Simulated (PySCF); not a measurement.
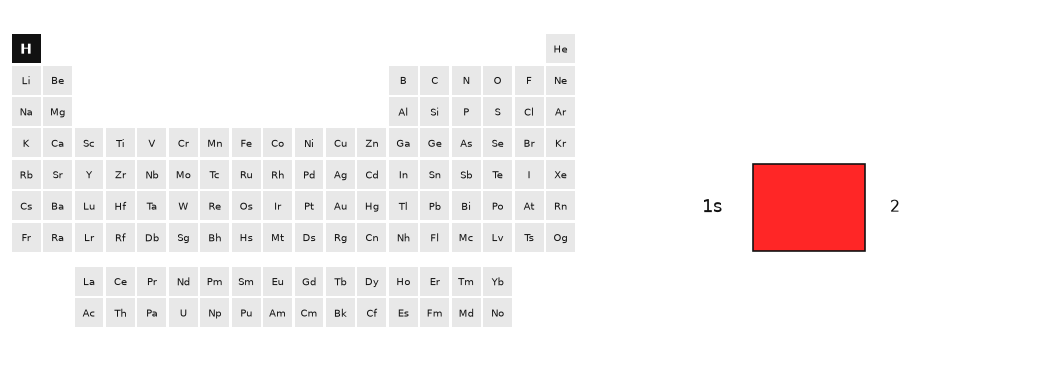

**Figure 1.** Left, the place of hydrogen in the periodic table; right, the outer shells of the nominal configuration: a box for each of the 2l + 1 orbitals, shaded by the share of the shell that is filled, with the electron count at the right.

# H⁻: atomic calculation

System: H⁻, configuration 1s2, multiplicity 1.
Method: unrestricted PBE0, dyall-av3z, spin-free X2C-1e, Gaussian nucleus (PySCF).

## Input file
```python
from pyscf import gto, scf, dft, mp, cc
import basis_set_exchange as bse
mol = gto.M(atom="H 0 0 0", charge=-1, spin=0, symmetry="D2h",
            basis=gto.basis.parse(bse.get_basis("dyall-av3z", elements=["H"], fmt="nwchem")),
            nucmod="G")
mf = dft.UKS(mol, xc="PBE0").sfx2c1e()
mf.irrep_nelec = {'Ag': (1, 1)}
mf.kernel()
```

The script is an equivalent of what the driver set up; the driver started from orbitals of its own, so the log can be shorter than this script's would be, and it computed the properties (radii, ⟨L²⟩, response) afterwards. It held the occupations shell by shell, which the script's counts by irreducible representation don't always enforce.

Hardware: 1 CPU thread, shared host.

## Output (extracts)
```
damping factor = 0
level_shift factor = 0
DIIS = <class 'pyscf.scf.diis.CDIIS'>
diis_start_cycle = 1
diis_space = 10
diis_damp = 0
SCF conv_tol = 1e-09
SCF conv_tol_grad = None
number electrons alpha = 1  beta = 1
XC functionals = PBE0
    C. Adamo and V. Barone.,  J. Chem. Phys. 110, 6158 (1999)
    M. Ernzerhof and G. E. Scuseria.,  J. Chem. Phys. 110, 5029 (1999)
cycle= 1 E= -0.524142193931537  delta_E= -0.000728  |g|= 0.00351  |ddm|= 0.104
cycle= 2 E= -0.524158794937399  delta_E= -1.66e-05  |g|= 0.00112  |ddm|= 0.0136
cycle= 3 E= -0.524161259831504  delta_E= -2.46e-06  |g|= 0.000823  |ddm|= 0.00818
cycle= 4 E= -0.524162365874183  delta_E= -1.11e-06  |g|= 4.12e-05  |ddm|= 0.00138
cycle= 5 E= -0.524162369229809  delta_E= -3.36e-09  |g|= 1.07e-06  |ddm|= 0.000315
cycle= 6 E= -0.524162369232242  delta_E= -2.43e-12  |g|= 7.53e-08  |ddm|= 1.4e-05
converged SCF energy = -0.524162369232242  <S^2> = -1.7763568e-15  2S+1 = 1
```

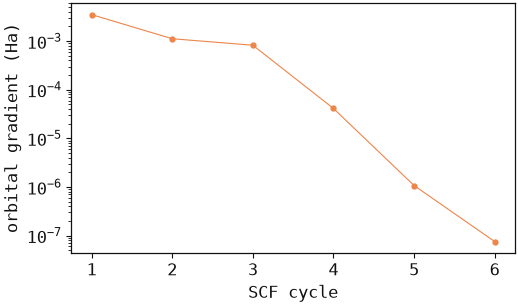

**Figure 2.** Convergence: orbital gradient against the SCF cycle. The residual falls at every step. It goes from 0.0035 to 7.5×10⁻⁸ in 6 steps.

## Summary

- outcome: converged; a filled orbital lies above zero
- total energy: −0.524162 hartree
- SCF iterations: 6

## Notes

The highest filled orbital (1s, 0.854 eV) lies above zero. That is common for anions, where the functional's self-interaction leaves the outer electrons unbound; only the finite basis holds them, so such levels depend on it.
